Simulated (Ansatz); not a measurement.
Consider C4H4 (SMILES C=C=C=C).

```xyz
8

C    -0.8969   -1.3444   -0.5776
C    -0.3481   -0.2117   -0.9768
C     0.1804    0.8816   -1.3628
C     0.7270    2.0148   -1.7633
H    -1.8812   -1.6606   -0.9409
H    -0.3878   -2.0078    0.1306
H     1.7111    2.3338   -1.4018
H     0.2153    2.6762   -2.4716
```

Geometry: B3LYP-D3(BJ)/def2-SVP.

Theory: Ansatz, isolated molecule in a Gaussian basis; Kohn-Sham density functional theory, functional PBE0.

**Predict the electron density and electron localisation function between the atoms.**

C–C (1.27 Å): ρ at the midpoint is about 2.5 e/Å³; the ELF peaks at about 0.90 between the atoms: a short, multiple covalent bond.
C–H (1.10 Å): ρ is about 2 e/Å³ halfway; the ELF climbs to about 1 towards the hydrogen, as it does in any bond to H; a covalent bond by its length.
C–C (1.32 Å): ρ at the midpoint is about 2.4 e/Å³; the ELF peaks at about 0.90 between the atoms; a multiple bond.

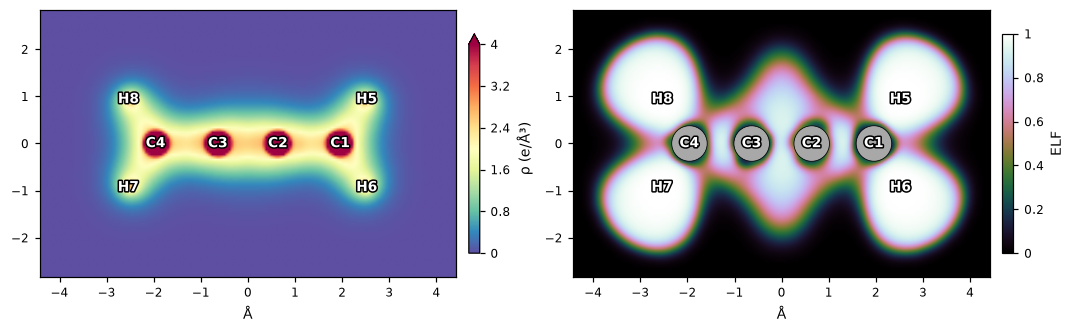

Computed electron density and electron localisation function on the molecular plane, in this order. Grey discs cover the atomic cores in the ELF map. 
